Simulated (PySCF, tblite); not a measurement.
**C5H5FN radical: geometry, infrared bands and EPR parameters**

Wanted: the infrared bands and EPR parameters of C5H5FN radical (`C=C[C](F)CC#N`), by calculation.

Programs: tblite 0.8.0 and PySCF 2.14.0, with density-fitted response routines of our own. Each step states its level of theory. These are calculated values for one molecule in the gas phase, unless marked as measured. Atoms count from 0, in the outputs and in this text.

**1. The molecule as given**

12 atoms, charge 0, multiplicity 2; geometry from: force field or distance geometry start.

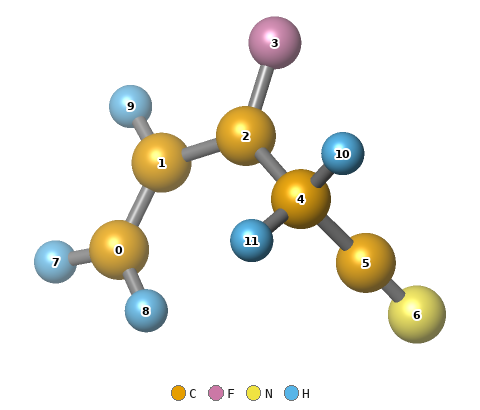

The starting geometry (carbon amber, fluorine pink, nitrogen yellow, hydrogen blue), atoms numbered; sticks join atoms by distance.

**2. Optimising the geometry with GFN2-xTB**

Job settings and geometry (Å):

```
{"job": {"kind": "relax", "xc": "GFN2-xTB", "basis": "xTB"}, "charge": 0, "multiplicity": 2}
C      1.738000    -0.673100     0.030900
C      1.217700     0.566300    -0.103400
C     -0.156000     0.904100    -0.262500
F     -0.436600     2.235700    -0.382700
C     -1.286900    -0.071000    -0.387300
C     -1.714800    -0.556400     0.920400
N     -2.056000    -0.959800     1.950000
H      2.805900    -0.801900     0.168800
H      1.129800    -1.573900     0.021800
H      1.896900     1.412100    -0.054700
H     -2.132700     0.426400    -0.887900
H     -1.004000    -0.909200    -1.039400
```

Launch:

```console
$ OMP_NUM_THREADS=1 python probes_run.py task.json out
```

One launch serves the whole session: the jobs run in the order shown.

Output:

```text
step      E/eV     max force
  0    -565.49624    1.968
  1    -565.46775    5.740
  2    -565.55471    1.117
  3    -565.57233    0.613
  4    -565.58217    0.208
  5    -565.59019    0.289
  6    -565.59241    0.132
  7    -565.59445    0.126
  8    -565.59557    0.119
  9    -565.59621    0.062
 10    -565.59659    0.054
 11    -565.59704    0.073
 12    -565.59749    0.091
 13    -565.59785    0.057
 14    -565.59811    0.046
 15    -565.59834    0.052
 16    -565.59859    0.053
 17    -565.59878    0.039
 18    -565.59893    0.040
 19    -565.59908    0.043
 20    -565.59926    0.061
 21    -565.59944    0.052
 22    -565.59960    0.040
 23    -565.59973    0.041
 24    -565.59988    0.056
 25    -565.60008    0.065
 26    -565.60025    0.046
 27    -565.60034    0.018
 28    -565.60038    0.017
 29    -565.60041    0.022
 30    -565.60046    0.022
 31    -565.60051    0.018
 32    -565.60055    0.019
 33    -565.60059    0.025
 34    -565.60064    0.028
 35    -565.60071    0.026
 36    -565.60078    0.020
 37    -565.60083    0.018
 38    -565.60087    0.022
 39    -565.60092    0.025
 40    -565.60098    0.022
 41    -565.60104    0.019
 42    -565.60107    0.018
 43    -565.60111    0.018
 44    -565.60115    0.018
 45    -565.60119    0.018
 46    -565.60122    0.013
 47    -565.60125    0.013
 48    -565.60127    0.014
 49    -565.60131    0.014
 50    -565.60135    0.016
 51    -565.60138    0.016
 52    -565.60141    0.016
 53    -565.60145    0.019
 54    -565.60151    0.022
 55    -565.60158    0.027
 56    -565.60165    0.024
 57    -565.60172    0.025
 58    -565.60182    0.026
 59    -565.60193    0.031
 60    -565.60206    0.033
 61    -565.60218    0.031
 62    -565.60227    0.029
 63    -565.60236    0.025
 64    -565.60243    0.022
 65    -565.60248    0.016
 66    -565.60251    0.021
 67    -565.60256    0.034
 68    -565.60263    0.029
 69    -565.60274    0.032
 70    -565.60291    0.035
 71    -565.60305    0.034
 72    -565.60317    0.037
 73    -565.60329    0.033
 74    -565.60337    0.022
 75    -565.60342    0.020
 76    -565.60345    0.013
 77    -565.60349    0.030
 78    -565.60353    0.029
 79    -565.60357    0.013
 80    -565.60359    0.013
 81    -565.60363    0.016
 82    -565.60364    0.020
 83    -565.60365    0.011
 84    -565.60366    0.007
```

Run time: 0.38 s. Hardware: 1 thread of Arm Neoverse V1, shared host.

Relaxation path: (not every step is listed) (the energy doesn't fall at every step)

| step | energy from step 0 (eV) | largest force (eV/Å) |
| --- | --- | --- |
| 0 | 0.0000 | 1.9679 |
| 1 | 0.0285 | 5.7396 |
| 2 | -0.0585 | 1.1169 |
| 3 | -0.0761 | 0.6126 |
| 4 | -0.0859 | 0.2081 |
| 5 | -0.0940 | 0.2890 |
| 6 | -0.0962 | 0.1319 |
| 7 | -0.0982 | 0.1265 |
| 8 | -0.0993 | 0.1194 |
| 15 | -0.1021 | 0.0521 |
| 22 | -0.1034 | 0.0401 |
| 29 | -0.1042 | 0.0223 |
| 36 | -0.1045 | 0.0200 |
| 43 | -0.1049 | 0.0177 |
| 50 | -0.1051 | 0.0161 |
| 57 | -0.1055 | 0.0254 |
| 64 | -0.1062 | 0.0221 |
| 71 | -0.1068 | 0.0340 |
| 78 | -0.1073 | 0.0289 |
| 79 | -0.1073 | 0.0134 |
| 80 | -0.1074 | 0.0133 |
| 81 | -0.1074 | 0.0161 |
| 82 | -0.1074 | 0.0205 |
| 83 | -0.1074 | 0.0111 |
| 84 | -0.1074 | 0.0073 |

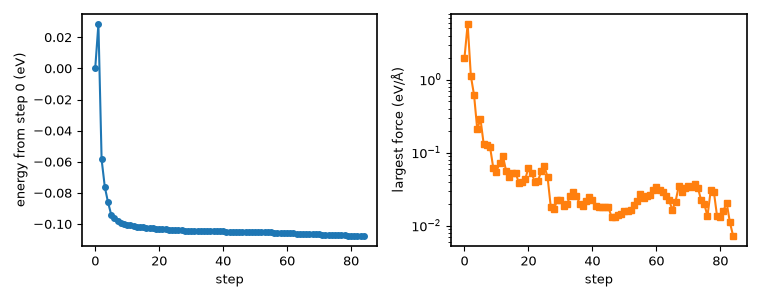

Energy and force, step by step.

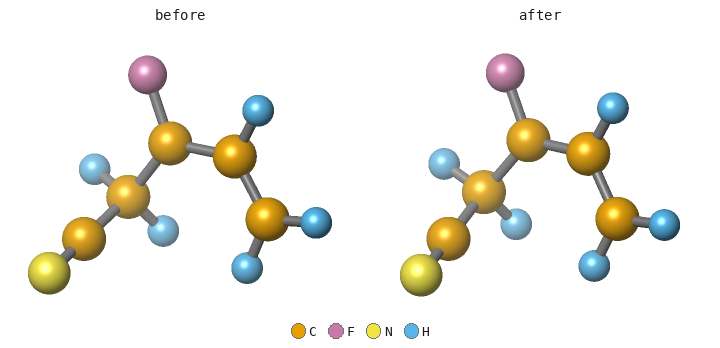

Before and after, at one scale.

Close pairs (by a distance rule), those that changed most:

| bond | before (Å) | after (Å) | change (Å) |
| --- | --- | --- | --- |
| C1–C2 | 1.424 | 1.379 | -0.044 |
| C2–F3 | 1.366 | 1.351 | -0.015 |
| C5–N6 | 1.157 | 1.142 | -0.015 |
| C0–C1 | 1.351 | 1.366 | +0.015 |
| C0–H8 | 1.087 | 1.075 | -0.012 |
| C0–H7 | 1.084 | 1.073 | -0.011 |
| C4–C5 | 1.459 | 1.448 | -0.011 |
| C4–H10 | 1.102 | 1.093 | -0.008 |

The final coordinates are the input of the step that follows.

**3. Infrared spectrum with GFN2-xTB**

Job settings and geometry (Å):

```
{"job": {"kind": "ir", "xc": "GFN2-xTB", "basis": "xTB"}, "charge": 0, "multiplicity": 2}
C      1.664510    -0.678871     0.124101
C      1.188551     0.583350    -0.089397
C     -0.129442     0.904228    -0.339675
F     -0.450336     2.205449    -0.508990
C     -1.292387    -0.030069    -0.432109
C     -1.561084    -0.623403     0.860993
N     -1.755924    -1.080399     1.889244
H      2.708665    -0.846131     0.307153
H      1.018701    -1.537962     0.137934
H      1.877772     1.417164    -0.072967
H     -2.178320     0.522548    -0.756818
H     -1.089507    -0.836591    -1.145497
```

Output:

```text
mode    cm-1     km/mol
  1      35.7      6.56
  2     114.7      3.37
  3     209.9      1.63
  4     231.9      4.57
  5     337.8      1.16
  6     368.7      2.88
  7     391.7     10.73
  8     478.2      2.94
  9     527.7      4.49
 10     581.5      5.18
 11     774.4     21.58
 12     815.9     18.38
 13     887.3      3.40
 14     940.4     20.82
 15     977.8      2.81
 16    1014.6      6.20
 17    1094.2     47.48
 18    1193.9     68.13
 19    1248.2     18.62
 20    1279.5     72.06
 21    1335.0     18.98
 22    1389.9     15.72
 23    1455.4     38.78
 24    1501.5     10.53
 25    2410.9    205.16
 26    2928.3      3.63
 27    2977.6      0.60
 28    3075.0     11.24
 29    3129.7     13.16
 30    3168.9     17.74
```

Run time: 0.26 s. Hardware: 1 thread of Arm Neoverse V1, shared host.

Which atoms move in the most intense modes:

| cm⁻¹ | km/mol | atoms |
| --- | --- | --- |
| 774 | 21.6 | H7 42 %, H8 28 %, C0 24 % |
| 940 | 20.8 | H9 67 %, H8 12 %, C1 11 % |
| 1094 | 47.5 | H10 43 %, H11 32 %, C2 10 % |
| 1194 | 68.1 | C2 34 %, H11 32 %, H9 10 % |
| 1280 | 72.1 | H9 27 %, C2 23 %, C4 15 %, H10 11 % |
| 1335 | 19.0 | H8 23 %, C2 22 %, H7 20 %, C1 19 % |
| 1455 | 38.8 | C2 35 %, H7 21 %, C1 15 %, H8 13 % |
| 2411 | 205.2 | C5 60 %, N6 40 % |

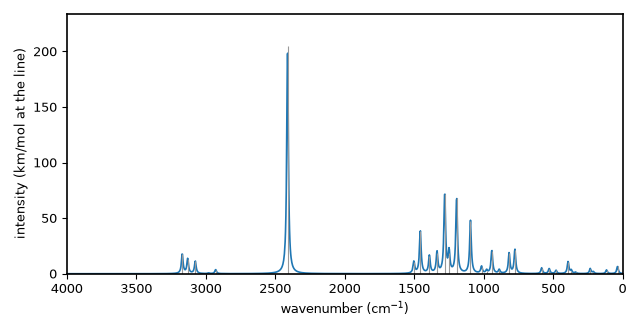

The infrared spectrum from these modes, unscaled. Lines are broadened to a width of 14 cm⁻¹ (Lorentzian).

**4. EPR parameters: B3LYP/pcH-1**

Settings changed since step 3:

```diff
@@ -1,2 +1,2 @@
-{"job": {"kind": "ir", "xc": "GFN2-xTB", "basis": "xTB"}, "charge": 0, "multiplicity": 2}
+{"job": {"kind": "epr", "basis": "pcH-1"}, "charge": 0, "multiplicity": 2}
 C      1.664510    -0.678871     0.124101
```

With the program's defaults for keys left out, this is: UKS B3LYP, pcH-1 on C F H N, non-relativistic, mean-field spin-orbit, GIAO.

Output:

```text
UKS, coarse grid
  cycle   1  E = -347.96296444  |g| = 4.98e-01
  cycle   2  E = -347.60978178  |g| = 1.03e+00
  cycle   3  E = -348.06372917  |g| = 1.54e-01
  cycle   4  E = -348.07207907  |g| = 6.80e-02
  cycle   5  E = -348.07382308  |g| = 2.52e-02
  cycle   6  E = -348.07417704  |g| = 6.50e-03
  cycle   7  E = -348.07421979  |g| = 4.78e-03
  cycle   8  E = -348.07423625  |g| = 1.48e-03
  cycle   9  E = -348.07423838  |g| = 6.13e-04
UKS, final grid
  cycle   1  E = -348.07425641  |g| = 8.75e-04
  cycle   2  E = -348.07425601  |g| = 1.38e-03
  cycle   3  E = -348.07425672  |g| = 1.49e-04
  cycle   4  E = -348.07425672  |g| = 5.01e-05
  cycle   5  E = -348.07425673  |g| = 2.12e-05
E = -348.07425673 Eh   <S^2> = 0.7761 (exact 0.7500)
g shifts (ppm)      1          2          3
  rmc          -184       -184       -184
  gc              1         45         36
  oz_so         -36       1449       2086
  total        -219       1309       1938
hyperfine (MHz)  atom isotope    a_iso     a_fc   dipolar eigenvalues
    0   13C      51.32      51.32    -49.08    -47.22     96.30
    1   13C     -48.49     -48.49    -28.78     11.45     17.33
    2   13C      70.64      70.64    -57.86    -57.61    115.47
    3   19F     104.30     104.30   -194.01   -162.72    356.73
    4   13C     -21.00     -21.00     -0.86     -0.26      1.11
    5   13C      45.54      45.54     -2.13     -1.19      3.32
    6   14N       0.62       0.62     -0.70     -0.16      0.86
    7    1H     -40.74     -40.74    -23.89     -0.40     24.29
    8    1H     -38.28     -38.28    -20.46     -1.42     21.88
    9    1H      12.06      12.06     -5.31     -1.69      7.01
   10    1H       3.85       3.85     -3.42     -2.96      6.38
   11    1H      47.42      47.42     -3.88     -2.04      5.91
```

It took 41 s on 1 thread of Arm Neoverse V1, shared host; peak memory 0.87 GiB.

Principal g values 2.00210, 2.00363, 2.00426; g(iso) = 2.00333, against 2.00232 for a free electron.

Hyperfine couplings; where a row names several nuclei, a(iso) is their mean (it holds for fast rotation or exchange) and the dipolar term the largest among them:

| nuclei | isotope | a(iso) (MHz) | a(iso) (G, at g = 2.0023) | largest dipolar term (MHz) |
| --- | --- | --- | --- | --- |
| F3 | 19F | 104.3 | 37.2 | 356.7 |
| C2 | 13C | 70.6 | 25.2 | 115.5 |
| C0 | 13C | 51.3 | 18.3 | 96.3 |
| C1 | 13C | -48.5 | -17.3 | -28.8 |
| C5 | 13C | 45.5 | 16.2 | 3.3 |
| H7 | 1H | -40.7 | -14.5 | 24.3 |
| H8 | 1H | -38.3 | -13.7 | 21.9 |
| H10, H11 | 1H | 25.6 | 9.1 | 6.4 |
| C4 | 13C | -21.0 | -7.5 | 1.1 |
| H9 | 1H | 12.1 | 4.3 | 7.0 |
| N6 | 14N | 0.6 | 0.2 | 0.9 |

Mulliken spin populations:

| atom | value (e) |
| --- | --- |
| C0 | 0.65 |
| C1 | -0.26 |
| C2 | 0.61 |
| F3 | 0.05 |
| C4 | -0.05 |
| C5 | 0.02 |
| N6 | 0.00 |
| H7 | -0.03 |
| H8 | -0.03 |
| H9 | 0.01 |
| H10 | 0.00 |
| H11 | 0.02 |

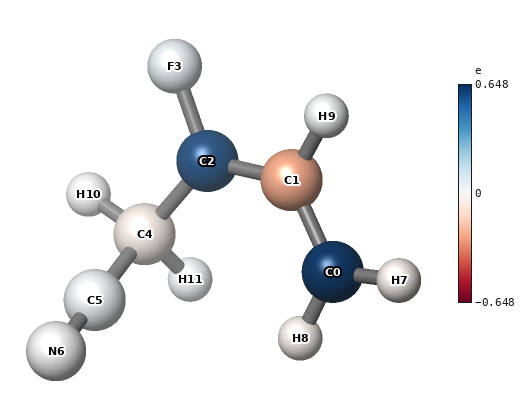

Mulliken spin populations, as colours on the atoms.

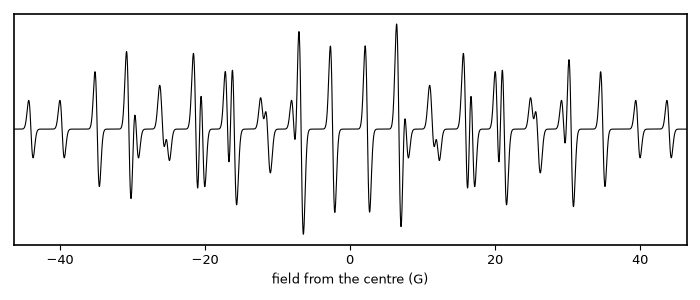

First-order isotropic spectrum (first derivative, main isotopes with spin only, couplings over 0.8 MHz, Gaussian width 0.3 G; couplings of the frozen geometry, rotation of groups not averaged beyond the rows shown).

Orbitals, density, ELF and potential are computed afterwards from the orbital file.

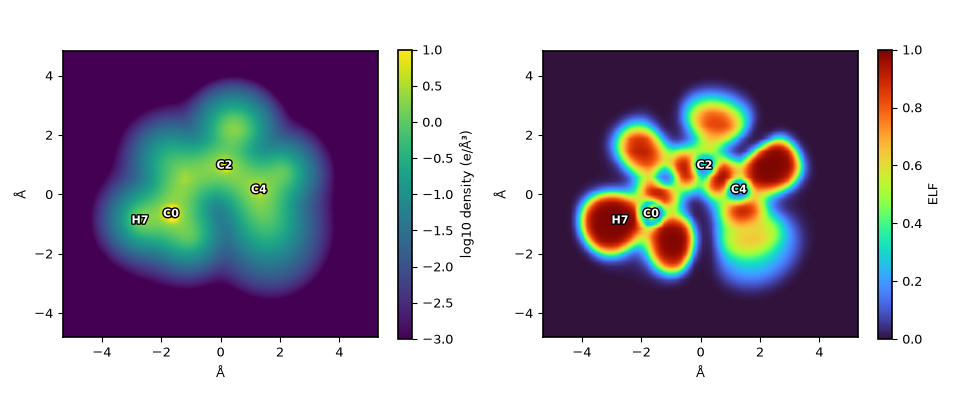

Density (left) and ELF (right) in a plane through or near 4 of the atoms.

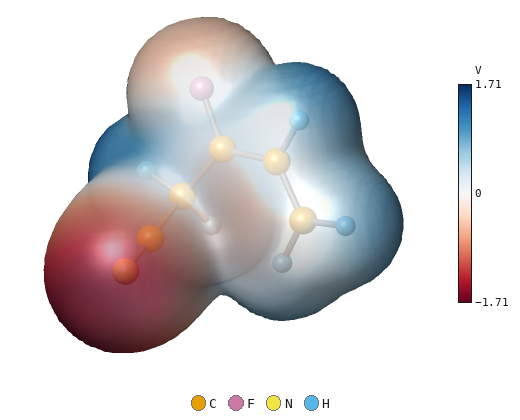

Electrostatic potential on the surface of density 0.002 e/bohr³; red is low, blue high. It runs from -1.71 V near N6 to 1.58 V near H11.

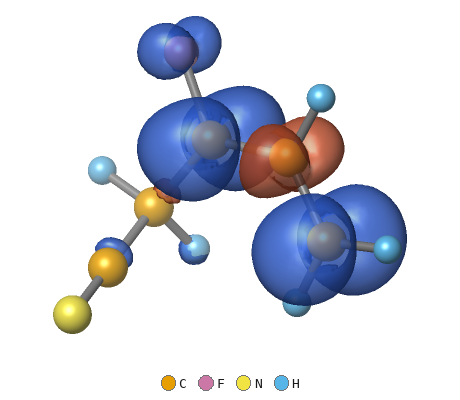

Spin density at ±0.03 e/Å³ (alpha excess blue, beta excess red).

**5. Outcome**

| quantity | value |
| --- | --- |
| strongest single infrared mode (GFN2-xTB) | 2411 cm⁻¹, 205 km/mol |
| zero-point energy (GFN2-xTB) | 52.7 kcal/mol |
| g(iso) (B3LYP) | 2.00333 |
| ⟨S²⟩ | 0.776 (exact 0.75) |
| largest a(iso) (averaged by class) | 19F on F3, 104.3 MHz |
| surface potential, least and greatest | -1.71 V and 1.58 V |

Relaxing lowered the energy by 0.107 eV in 84 steps; the close pair that moved most is C1–C2, from 1.424 to 1.379 Å. No mode is imaginary among the 30: a minimum at this level. The strongest single mode, at 2411 cm⁻¹, moves mainly C5 and N6. GFN2-xTB is a fitted tight-binding method: band positions and strengths are rough. Its intensities can rank the bands wrongly. The largest spin populations lie on C0 (0.65 e), C2 (0.61 e). The isotropic g lies 1.0 ppt above the free-electron value.
